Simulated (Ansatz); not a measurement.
# [AlH4]− (SMILES [H][Al-]([H])([H])[H]): CCSD/6-31G

Aim: the vertical singlet–triplet gap of [AlH4]− at CCSD/6-31G, from 2 runs. 

The calculation is run with Ansatz 0.2.0.

6 further runs of the same task are left out: 6 that didn't finish.

**1. Starting point**

[AlH4]− has 5 atoms, charge -1, and is taken as a singlet. As SMILES, `[H][Al-]([H])([H])[H]`. The shape comes from GFN2-xTB, which is rough for such elements, and wasn't checked as a minimum.

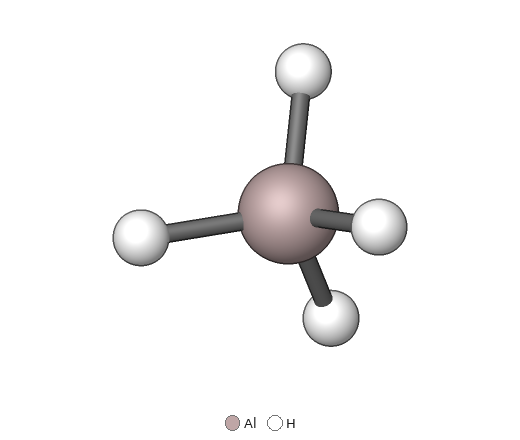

The structure, seen from a chosen angle (aluminium light grey, hydrogen white).

**2. A single-point energy at CCSD/6-31G**

molecule.yaml

```yaml
crystal:
  periodic: [false, false, false]
  atoms:
    - {symbol: Al, position_ang: [-0.001450, -0.001080, -0.000010]}
    - {symbol: H, position_ang: [0.012860, -0.019320, 1.627070]}
    - {symbol: H, position_ang: [1.530040, 0.013000, -0.552880]}
    - {symbol: H, position_ang: [-0.773910, 1.334120, -0.520140]}
    - {symbol: H, position_ang: [-0.767540, -1.326720, -0.554050]}
basis:
  gaussian: {orbitals: 6-31G}
scf: {omitted_lower_state_checks: [cluster_reference, increment]}
correlation: {method: ccsd, frozen_orbitals: {Al: 5, H: 0}}
total_charge: -1
accuracy: high
```

On the command line:

```console
$ ansatz run molecule.yaml --threads 1 --pin off --max-ram 2610MiB --events-out events.jsonl --progress --plain --runs-dir runs
```

Output, cut to the lines that bear on the results:

```text
Warning: RAYON_NUM_THREADS=1 ignored (pool sized by the plan → 1); use --threads N
Functional definition: HF
  name "HF"
[...]
483 factors; integrals over basis functions are off by at most 2.6e-9 eV
[...]
mean field -6644.55962314 eV, -244.1830623062 hartree, gradient 2.0e-8 eV, S^2 0.000000; 0 other end points of the search recorded, 0 dependent functions left out
5 core orbitals not correlated: weight in the atoms' cores, before any rotation towards them, 1.000 or more for the frozen orbitals, at most 0.000 for the correlated occupied ones
reference -6644.55962314 eV, -244.1830623062 hartree; 4, 4 occupied and 12, 12 virtual orbitals, 483 factors
second order -1.46270519 eV of doubles, -0.00000000 eV of singles
cycle   1  -1.84822438 eV  change   -3.9e-1 eV  update   5.4e-2
[...]
cycle  17  -2.05055239 eV  change  -3.2e-10 eV  update  4.2e-10
Total energy: -6646.61017553 eV, -244.2584187166 hartree
Checks for a lower state left out: cluster_reference, increment
```

Run time: 0.22 s. Hardware: 1 thread of Arm Neoverse V1, shared host.

**3. The triplet**

molecule.yaml, as its differences from that of step 2:

```diff
@@ -9,6 +9,13 @@
 basis:
-  gaussian: {orbitals: 6-31G}
-scf: {omitted_lower_state_checks: [cluster_reference, increment]}
-correlation: {method: ccsd, frozen_orbitals: {Al: 5, H: 0}}
+  gaussian:
+    orbitals: 6-31G
 total_charge: -1
+magnetization:
+  spin_polarized: true
+  initial_magnetization: 2
+correlation:
+  method: ccsd
+  frozen_orbitals: {Al: 5, H: 0}
 accuracy: high
+scf:
+  omitted_lower_state_checks: [cluster_reference, increment]
```

On the command line:

```console
$ ansatz run molecule.yaml --threads 1 --pin off --max-ram 2610MiB --events-out events.jsonl --progress --plain --runs-dir runs
```

Output:

```text
Warning: RAYON_NUM_THREADS=1 ignored (pool sized by the plan → 1); use --threads N
[... 16 lines left out ...]
5 core orbitals not correlated: weight in the atoms' cores, before any rotation towards them, 1.000 or more for the frozen orbitals, at most 0.000 for the correlated occupied ones
[... 47 lines left out ...]
Total energy: -6639.40242587 eV, -243.9935388022 hartree
Checks for a lower state left out: cluster_reference, increment
```

It took 0.7 s on 1 thread of Arm Neoverse V1, shared host.

**4. Outcome**

At CCSD/6-31G, 5 core orbitals frozen:

| quantity | value |
| --- | --- |
| singlet: total energy | -244.25842 Eh |
| singlet: correlation energy (5 core orbitals frozen) | -75.4 mEh |
| singlet: T1 diagnostic | 0.014 |
| triplet: total energy | -243.99354 Eh |
| triplet: correlation energy (5 core orbitals frozen) | -73.5 mEh |
| triplet: ⟨S²⟩ of the reference determinant | 2.003 |
| triplet: T1 diagnostic | 0.028 |
| vertical energy of the triplet above the singlet | 7.208 eV |

At this shape the triplet lies 7.21 eV (166 kcal/mol) above the singlet. For an anion a state so high probably lies above electron detachment.
